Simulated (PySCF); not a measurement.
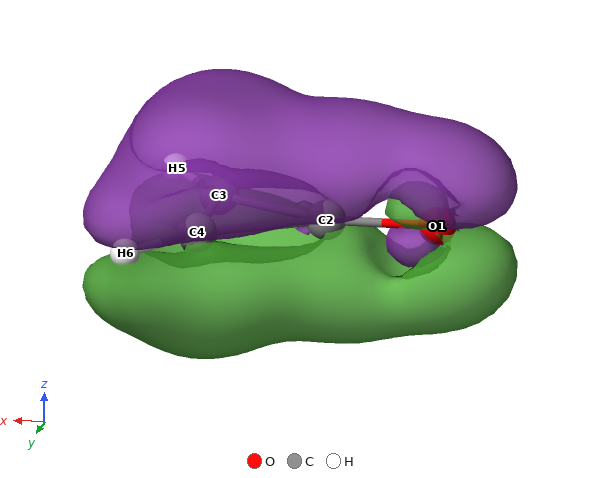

*C$_{3}$H$_{2}$O, SMILES `O=C1C=C1`. Change of the electron density in a uniform field of 0.10 V/Å, surfaces at ±0.0004 e/Å³ (purple: gain, green: loss).*

Method: B3LYP/cc-pVDZ; geometry: GFN2-xTB; program: PySCF. No frequency check shows the geometry to be a minimum. A basis without diffuse functions makes polarisabilities too small.

Coordinates in Å:

```
O1      -1.5247   -0.0000    0.0000
C2      -0.3353    0.0001    0.0000
C3       0.9270   -0.6746    0.0000
C4       0.9271    0.6745    0.0000
H5       1.5425   -1.5468    0.0000
H6       1.5425    1.5468    0.0000
```

The field was applied in both directions; the picture shows the one opposite to the script's first.

> Along which Cartesian direction does the field point?

Along −z: electrons gather on the +z side, against the field.

> How large is the response?

The induced dipole is 0.07 D (along the field); α along this axis, from the fields in both directions, is 15 bohr³ (2.2 Å³).
